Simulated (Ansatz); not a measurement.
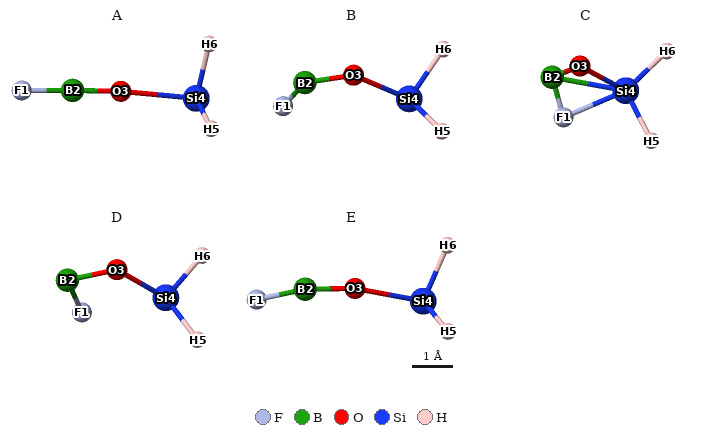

5 geometries from one relaxation of BSiH$_{2}$OF, in shuffled order. Style: ball-and-stick. Shown face on.

It is one of the separated reactants of a reaction.

The calculation used RKS PBE-D4/def2-SVP in Ansatz 0.2.0. (force threshold 0.03 eV/Å; at most 250 steps)

### Order the frames from highest to lowest energy.

C, D, B, E, A. They are steps 0, 5, 10, 14, 26, at +189.7 kcal/mol, +35.2 kcal/mol, +11.3 kcal/mol, +3.81 kcal/mol relative to the last. The atom that moves furthest after the best rigid fit is F1 (2.03 Å). Largest moves by element: F 2.03 Å, O 1.19 Å, Si 1.12 Å, H 0.83 Å, B 0.52 Å. Among the contacts that change: F1–Si4 1.710 → 4.500 Å, B2–Si4 1.887 → 3.239 Å, O3–Si4 1.751 → 2.041 Å, F1–B2 1.059 → 1.284 Å. Bonds break, among them: B2–Si4 (1.89 → 3.24 Å), F1–Si4 (1.71 → 4.50 Å). Bond angles that change, for instance: B2–O3–Si4 73.9° → 165.2°, F1–B2–O3 99.3° → 176.4°, O3–Si4–H6 112.8° → 88.4°. After 26 geometry steps the energy has fallen by 189.7 kcal/mol. The largest force component goes from 36 to 0.013 eV/Å. The run took 46 s on 2 threads of Intel Xeon Platinum 8175M @ 2.50GHz (shared host).
